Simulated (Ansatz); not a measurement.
TiFeC6N6, 56 atoms, a = 10.17 Å, b = 10.17 Å, c = 10.17 Å, α = 90.00°, β = 90.00°, γ = 90.00°.

Space group Fm-3m; a structure generated by program, which may or may not match a known phase; computed without spin polarisation.

These are results of Ansatz, DFT PBE, scalar-relativistic, plane waves, PAW, not measurements.

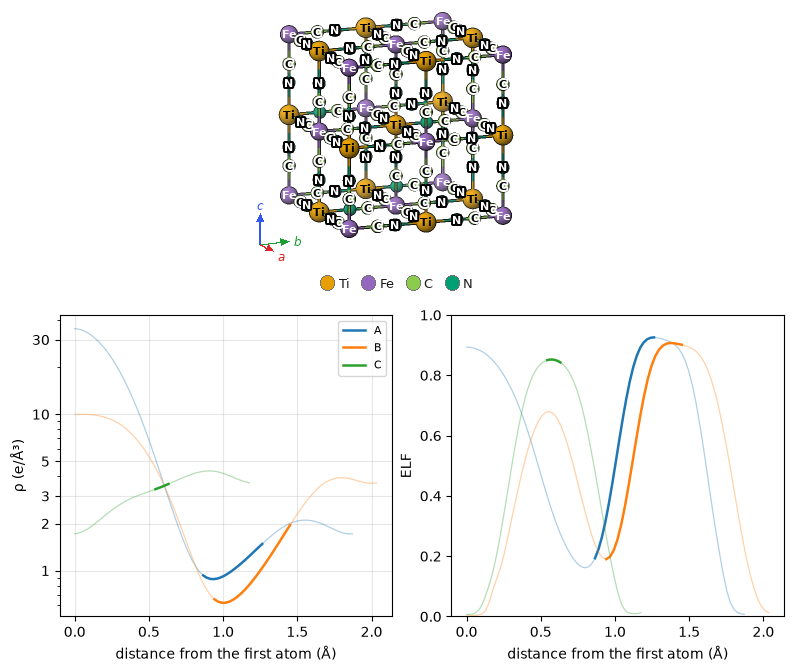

TiFeC6N6. Valence electron density and electron localisation function along straight lines between neighbouring atoms. Thin, pale parts lie inside the atomic spheres. The structure is drawn too.

In a PAW calculation such maps are meaningful between the atoms, not at the nuclei.

Which curve belongs to which contact (C–N, Fe–C and Ti–N)? The first atom named is at distance zero.

Answer. Curve A: Fe–C (1.87 Å): ρ at the midpoint is about 0.88 e/Å³; the ELF peaks at about 0.95 in the valence shell of C, 0.6 Å from its nucleus, and is about 0.30 at the midpoint. Curve B: Ti–N (2.04 Å): ρ at the midpoint is about 0.62 e/Å³; the ELF peaks at about 0.90 in the valence shell of N, 0.7 Å from its nucleus, and is about 0.25 at the midpoint: no shared electron pair shows on this line. Curve C: C–N (1.18 Å): ρ at the midpoint is about 3.4 e/Å³; the ELF peaks at about 0.85 between the atoms (inside overlapping PAW spheres, so only a guide) (a short, multiple covalent bond).
